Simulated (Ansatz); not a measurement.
System: Sb2Ru (Pnnm).

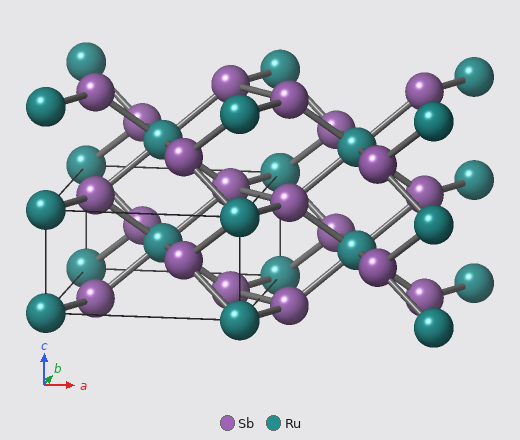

The structure (antimony purple, ruthenium teal). 2×1×2 cells are drawn. Some periodic images of atoms are drawn too.

```yaml
crystal:
  lattice:
    - [5.95140, 0.00000, 0.00000]
    - [0.00000, 6.67430, 0.00000]
    - [0.00000, 0.00000, 3.17900]
  atoms:
    - { symbol: Sb, position: [0.18120, 0.35900, 0.00000] }
    - { symbol: Sb, position: [0.81880, 0.64100, 0.00000] }
    - { symbol: Sb, position: [0.68120, 0.14100, 0.50000] }
    - { symbol: Sb, position: [0.31880, 0.85900, 0.50000] }
    - { symbol: Ru, position: [0.00000, 0.00000, 0.00000] }
    - { symbol: Ru, position: [0.50000, 0.50000, 0.50000] }
```

The cell and positions come from the Crystallography Open Database and are kept as given unless a step says otherwise. Spin-orbit coupling is left out unless a run names it.

Gaps computed with Ansatz 0.2.0 without a self-energy: r2SCAN 0.17 eV and HSE06+SOC 0.52 eV.

**Question.** Estimate the G0W0@r2SCAN gap with 4×4×6 mesh, 1272 empty bands, screening to 270 eV, hard PAW files.

About 0.65 eV: on its mesh the run moves the gap from 0.23 eV by +0.47 eV, and the mesh misses the edges by 0.06 eV. Bands and cutoff are finite, so the gap is not at the basis limit. The miss can reach some tenths of an eV and take either sign; the mesh is an error of its own. The 4×4×6 mesh is coarse for this cell (its supercell is 19 Å along the shortest edge). The RPA ε∞ on it, from the r2SCAN start, is 16.78, 20.52 and 26.16; such meshes misread the long-range screening, most where the gap is narrow. The runs have no spin polarisation. For a closed low-spin shell that is the natural state; where a d or f shell is open it is a constraint, and the gap is then not the crystal's own. With d states at the gap, one-shot GW leans hard on its start. The many-body steps are scalar-relativistic: spin-orbit coupling is not in them.

[Paths, hosts, dates, memory and timing lines, banners, echoed tables and standing remarks are left out of the program output.]

[Logs are printed without paths, hosts, clocks, repeated set-up lines and the standing remarks that a program may print on its own settings, such as how far it seeks lower states.]

[Runs of the session that timed out or met a known fault of the program may be left out.]

[Cells called generated may have been cut or substituted from an entry of the Crystallography Open Database or the Materials Project.]

[Hosts, paths, dates, database ids (printed as entryN), source tags and the programs' standing remarks are cut or masked in the printed files.]
